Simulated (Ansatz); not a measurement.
# [HO2]− (hydroperoxide(1-)): CAM-B3LYP/STO-3G

Aim: the energy change on altering one bond length of [HO2]− (hydroperoxide(1-)) at CAM-B3LYP/STO-3G, from 2 runs. 

The calculation is run with Ansatz 0.2.0.

10 further runs of the same task are left out: 9 that didn't finish, 1 set aside as unsound or not needed.

### 1 The structure to begin with

The species is [HO2]− (3 atoms), meant as a singlet with charge -1. As SMILES, `[O-]O`. The coordinates come from a PBE0-D4/def2-TZVPD relaxation.

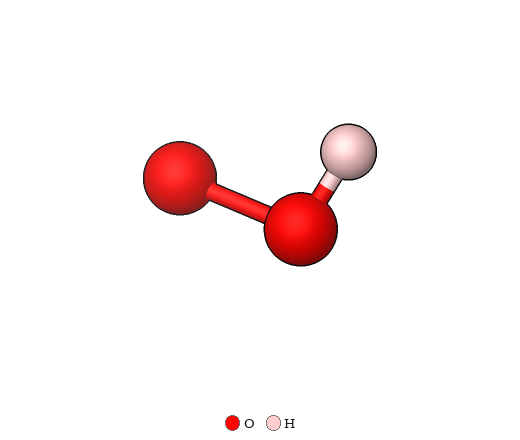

The structure, seen from a chosen angle (oxygen red, hydrogen pink).

### 2 The energy at CAM-B3LYP/STO-3G

The input, in.yaml:

```yaml
basis:
  gaussian:
    orbitals: STO-3G
crystal:
  periodic: [false, false, false]
  atoms:
    - {symbol: O, position_ang: [-0.357760, 1.025590, -0.080830]}
    - {symbol: O, position_ang: [-0.242260, -0.445880, -0.180750]}
    - {symbol: H, position_ang: [0.600030, -0.579720, 0.261570]}
total_charge: -1
hamiltonian:
  xc: {name: CAM-B3LYP}
accuracy: high
```

Started as:

```sh
$ ansatz run in.yaml --threads 1 --pin off --max-ram 3480MiB --events-out events.jsonl --progress --plain --runs-dir runs
```

Output:

```text
Warning: RAYON_NUM_THREADS=1 ignored (pool sized by the plan → 1); use --threads N
Functional definition: CAM-B3LYP
  name "CAM-B3LYP"
  parameter alpha = 0.19
  parameter beta = 0.46
  parameter omega = 0.33/bohr
  parameter ac = 0.81
  exchange = (1 - alpha - beta)*b88_x + beta*b88_x_sr(omega) + alpha*exact_x + beta*exact_x_lr(omega)
  correlation = (1 - ac)*vwn5_c + ac*lyp_c
168 factors; integrals over basis functions are off by at most 4.4e-8 eV
98 factors; integrals over basis functions are off by at most 6.9e-10 eV
mean field evaluation 1: about -4039.7136 eV, gradient 2.4e1 eV
mean field evaluation 2: about -4041.0382 eV, gradient 1.6e1 eV
mean field evaluation 4: about -4041.8606 eV, gradient 1.0e-1 eV
mean field evaluation 8: about -4041.8617 eV, gradient 3.2e-4 eV
mean field evaluation 16: about -4041.8617 eV, gradient 4.3e-8 eV
mean field -4041.86167227 eV, -148.5356767837 hartree, gradient 4.3e-8 eV, S^2 0.000000; 0 other end points of the search recorded, 0 dependent functions left out
reference -4041.86168028 eV, -148.5356770780 hartree; 9, 9 occupied and 2, 2 virtual orbitals, 168 factors
Total energy: -4041.86168028 eV, -148.5356770780 hartree
```

It took 0.52 s on 1 thread of Arm Neoverse V1, shared host.

### 3 The distorted shape at the same level

The input, in.yaml:

```yaml
crystal:
  periodic: [false, false, false]
  atoms:
    - {symbol: O, position_ang: [-0.386634, 1.393440, -0.055851]}
    - {symbol: O, position_ang: [-0.242260, -0.445880, -0.180750]}
    - {symbol: H, position_ang: [0.600030, -0.579720, 0.261570]}
basis:
  gaussian: {orbitals: STO-3G}
accuracy: high
total_charge: -1
hamiltonian: {xc: {name: CAM-B3LYP}}
```

Started as:

```sh
$ ansatz run in.yaml --threads 1 --pin off --max-ram 3480MiB --events-out events.jsonl --progress --plain --runs-dir runs
```

Output:

```text
Warning: RAYON_NUM_THREADS=1 ignored (pool sized by the plan → 1); use --threads N
Functional definition: CAM-B3LYP
  name "CAM-B3LYP"
  parameter alpha = 0.19
  parameter beta = 0.46
  parameter omega = 0.33/bohr
  parameter ac = 0.81
  exchange = (1 - alpha - beta)*b88_x + beta*b88_x_sr(omega) + alpha*exact_x + beta*exact_x_lr(omega)
  correlation = (1 - ac)*vwn5_c + ac*lyp_c
168 factors; integrals over basis functions are off by at most 3.9e-8 eV
99 factors; integrals over basis functions are off by at most 8.6e-10 eV
mean field evaluation 1: about -4037.6926 eV, gradient 2.6e1 eV
mean field evaluation 2: about -4038.4821 eV, gradient 2.1e1 eV
mean field evaluation 4: about -4040.4949 eV, gradient 3.5e-1 eV
mean field evaluation 8: about -4040.4914 eV, gradient 1.3e-2 eV
mean field evaluation 16: about -4040.4914 eV, gradient 3.7e-8 eV
mean field -4040.49137616 eV, -148.4853193303 hartree, gradient 3.9e-8 eV, S^2 0.000000; 0 other end points of the search recorded, 0 dependent functions left out
reference -4040.49138444 eV, -148.4853196346 hartree; 9, 9 occupied and 2, 2 virtual orbitals, 168 factors
Total energy: -4040.49138444 eV, -148.4853196346 hartree
```

It took 0.54 s on 1 thread of Arm Neoverse V1, shared host.

### 4 Results

At CAM-B3LYP/STO-3G:

| quantity | value |
| --- | --- |
| first shape: total energy | -148.53568 Eh |
| distorted shape: total energy | -148.48532 Eh |
| energy change with the O1–O2 bond stretched from 1.479 to 1.849 Å | 1.370 eV |

In words: With the O1–O2 bond stretched from 1.479 to 1.849 Å the energy rises by 1.37 eV (32 kcal/mol). The first shape isn't relaxed at this level, so the change isn't measured from a minimum. The minimal basis adds a large error of its own.
